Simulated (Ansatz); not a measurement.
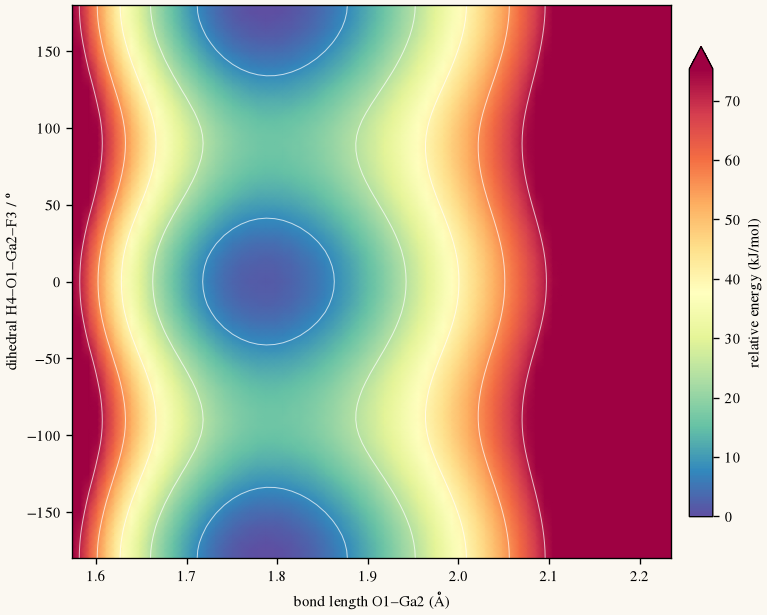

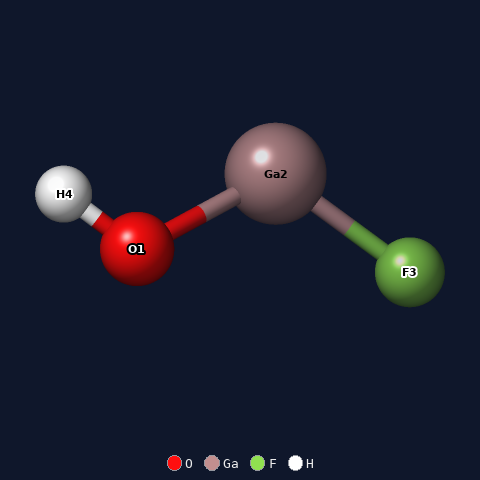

Energy landscape of FGaHO, SMILES [OH][Ga][F], spin multiplicity 2. First axis: bond length O1–Ga2. Second axis: dihedral H4–O1–Ga2–F3. Nothing is relaxed (all other coordinates rigid). The scan uses a 9 × 9 grid; 45 points were computed and 36 follow by symmetry. Points are written as (first, second). All energies are given in kJ/mol relative to the relaxed molecule at the same level. All numbers below come from UHF-MP2, frozen core/def2-TZVP (Ansatz 0.2.0).

Drawn: a smooth colour map with a few white contour lines, one colour for all values above the top of the scale. Between grid points the surface is interpolated. The second picture is the structure at the lowest point.

> What does the map say about the system?

The lowest grid point is at (1.822 Å, −180°), 1.3 kJ/mol from the relaxed molecule at the same level. There is a further well near (1.822 Å, −20°) (3.5 kJ/mol above the lowest at that grid point). The highest grid point, (2.235 Å, −100°), lies 153 kJ/mol above the lowest. On the interpolated surface the easiest way out of the lowest well to the well at about (1.79 Å, 0°) passes a barrier of about 16 kJ/mol, counted from the interpolated bottom of the well. Round the minimum the two coordinates are nearly uncoupled.

The values on the grid:

| dihedral H4–O1–Ga2–F3 ↓, bond length O1–Ga2 → | 1.574 | 1.656 | 1.739 | 1.822 | 1.904 | 1.987 | 2.070 | 2.152 | 2.235 |
| --- | --- | --- | --- | --- | --- | --- | --- | --- | --- |
| 140 | 87 | 33 | 10 | 7 | 18 | 38 | 66 | 103 | 149 |
| 100 | 99 | 44 | 20 | 16 | 26 | 46 | 72 | 107 | 154 |
| 60 | 94 | 40 | 16 | 14 | 24 | 44 | 70 | 103 | 152 |
| 20 | 82 | 29 | 6 | 5 | 17 | 37 | 63 | 95 | 143 |
| −20 | 82 | 29 | 6 | 5 | 17 | 37 | 63 | 95 | 143 |
| −60 | 94 | 40 | 16 | 14 | 24 | 44 | 70 | 103 | 152 |
| −100 | 99 | 44 | 20 | 16 | 26 | 46 | 72 | 107 | 154 |
| −140 | 87 | 33 | 10 | 7 | 18 | 38 | 66 | 103 | 149 |
| −180 | 79 | 26 | 3 | 1 | 13 | 33 | 61 | 99 | 146 |

Each point was launched as `ansatz run input.yaml --threads 1 --pin off --max-ram 2560MiB --backend cpu --events-out ev --progress --plain --runs-dir out`. Time for the 45 points that were run: 9.9 min on 1 thread of Arm Neoverse V1, on a shared host.
